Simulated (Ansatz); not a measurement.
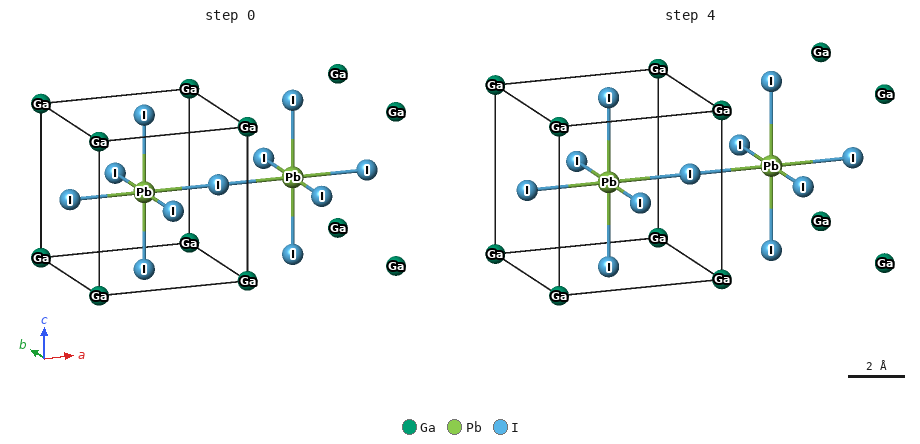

The structure of crystalline GaPbI3 (a generated structure, set up in Pm-3m) (coarse preliminary run) before (left) and after (right) a relaxation, at one scale.

A ball-and-stick model of the cell of the calculation, repeated 2 × 1 × 1 with one cell outlined, seen slightly off an axis.

Level of theory: DFT PBE, scalar-relativistic, plane waves, PAW in Ansatz 0.2.0.

Input file:
```yaml
crystal:
  lattice:
    - [5.74544586, 0.0, 0.0]
    - [0.0, 5.74544586, 0.0]
    - [0.0, 0.0, 5.74544586]
  atoms:
    - { symbol: Ga, position: [0.0, 0.0, 0.0] }
    - { symbol: Pb, position: [0.5, 0.5, 0.5] }
    - { symbol: I, position: [0.0, 0.5, 0.5] }
    - { symbol: I, position: [0.5, 0.0, 0.5] }
    - { symbol: I, position: [0.5, 0.5, 0.0] }
basis:
  ecutwfc: 420
kpoints:
  mp_grid: { grid: [4, 4, 4] }
hamiltonian:
  xc: pbe
scf:
  occupations: { method: gaussian, width: 0.1 }
  lower_state_search: "off"
output:
  forces: true
  stress: true
  eigenvalues: true
relax:
  adjacent_minimum: "off"
  f_tol: 0.04
  max_steps: 70
  cell: { stress_tol: 0.4 }
```

Run as
```bash
ansatz run input.yaml --threads 1 --pin off --max-ram 2048MiB --backend cpu --events-out ev --progress --plain --runs-dir out
```

Describe what moved and what it gained.

The atoms keep their places relative to the cell (all moves are under 0.005 Å). The volume changes by +31.8 %, with a = b = c 5.745 → 6.300 Å (+9.6 %). Near-neighbour distances that change, for instance: Pb2–I3 2.873 → 3.150 Å. The space group stays Pm-3m (No. 221). After 3 accepted moves (4 points after the start) the energy has fallen by 259 meV per atom. All forces vanish by symmetry, so only the cell relaxes. The pressure goes from 8.42 to 0.21 GPa. At 1 point the geometry stayed and the basis and grid were re-selected for the new cell (energy shift of 2.8 meV per atom at most each time). The run took 37 s on 1 thread of Arm Neoverse V1, on a shared host, peak memory 0.51 GiB.
